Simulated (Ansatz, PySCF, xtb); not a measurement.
CH4O (SMILES CO) and CH6Si (SMILES C[SiH3]) are pulled apart as rigid monomers along the line of their centres of mass, from the B3LYP-D3(BJ)/def2-TZVP minimum. Starting geometry (charge 0, multiplicity 1):
```xyz
14

C      0.33690    -0.27053    -0.27642
O      0.52993     0.78422     0.65793
H     -0.21442    -1.10857     0.16176
H      1.32678    -0.62097    -0.56478
H     -0.18588     0.07090    -1.17587
H     -0.33090     1.10812     0.94283
C      1.31223     0.35261     3.99110
Si    -0.40750    -0.29946     3.64883
H      1.78047     0.65885     3.05535
H      1.93201    -0.41509     4.45821
H      1.27760     1.21263     4.66245
H     -1.26076     0.74295     3.01836
H     -1.08142    -0.71255     4.90585
H     -0.37612    -1.47277     2.74297
```

Interaction energies with rigid monomers; basis-set methods are counterpoise corrected unless marked otherwise.

Cores are frozen in the correlated methods. Rows in 6-31G* carry no dispersion term and start afresh at each structure (6-31G* with six Cartesian d functions).

Run with Ansatz (a quantum-chemistry and plane-wave program); PySCF for 6-31G* rows, the dispersion terms; xtb for the GFN methods. 

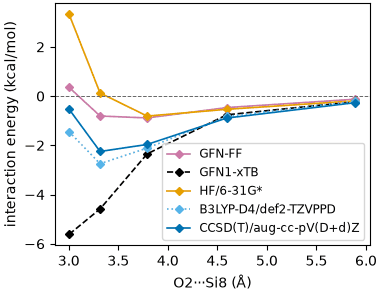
Fig. 1. Interaction energy against separation

Which level binds most strongly at O2···Si8 = 3.32, and by how much?

GFN1-xTB, -4.6 kcal/mol.
